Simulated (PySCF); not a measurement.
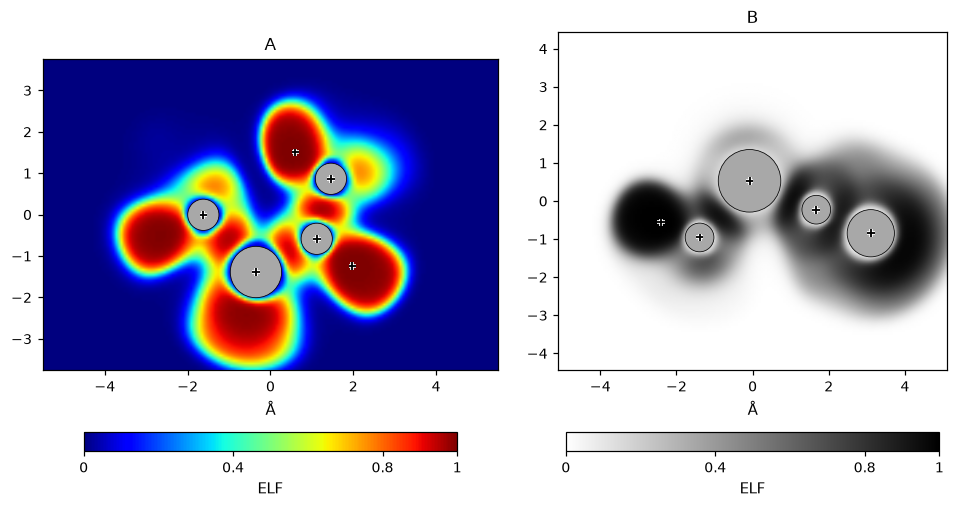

The ELF of 2 systems, each on a plane through atoms (crosses mark nuclei in the plane; grey discs cover the cores).

The calculation used B3LYP/def2-SVPD, SCF density, gas phase in PySCF 2.14.0.

System 1: C5H11OP (SMILES C/C=P\CCCO), the plane of atoms C1, C2 and P3. Geometry: GFN2-xTB.

```xyz
18

C     2.4331    0.1352    0.4570
C     2.1840   -0.1148   -0.9898
P     0.8945   -0.8061   -1.8000
C    -0.3138   -1.2493   -0.4335
C    -1.0801   -0.0472    0.1114
C    -1.9440    0.6034   -0.9691
O    -2.6415    1.7329   -0.5046
H     2.3908    1.2070    0.6616
H     1.7135   -0.3646    1.0996
H     3.4351   -0.2041    0.7226
H     2.9872    0.2165   -1.6391
H     0.2210   -1.7612    0.3702
H    -1.0223   -1.9650   -0.8612
H    -1.7209   -0.3717    0.9391
H    -0.3876    0.7033    0.4977
H    -2.6413   -0.1400   -1.3838
H    -1.3065    0.9649   -1.7820
H    -3.2097    1.4669    0.2273
```

System 2: C4H9GeP (SMILES [CH3][Ge]([CH3])([CH3])[C]#P), the plane of atoms Ge2, C1 and H9. Geometry: GFN2-xTB.

```xyz
15

C     0.5198    1.7467    0.6341
Ge   -0.0927   -0.0795    0.1630
C    -1.4128   -0.0251   -1.3158
C     1.4448   -1.2415   -0.3030
C    -0.9556   -0.8268    1.6939
P    -1.6611   -1.4371    2.9431
H    -0.3173    2.3787    0.9157
H     1.2189    1.7202    1.4649
H     1.0192    2.2022   -0.2164
H    -1.7716   -1.0221   -1.5547
H    -0.9565    0.3954   -2.2076
H    -2.2688    0.5883   -1.0499
H     2.1530   -1.2988    0.5185
H     1.1142   -2.2494   -0.5364
H     1.9621   -0.8432   -1.1714
```

Which map belongs to which system?

Panel A is system 1, C5H11OP: the plane holds C, P and H. C–C (1.49 Å): the ELF peaks at about 0.95 between the atoms (a shared electron pair). Panel B is system 2, C4H9GeP: the plane holds C, Ge, P and H. C–P (1.56 Å): the ELF peaks at about 0.85 between the atoms, as expected for a covalent bond.
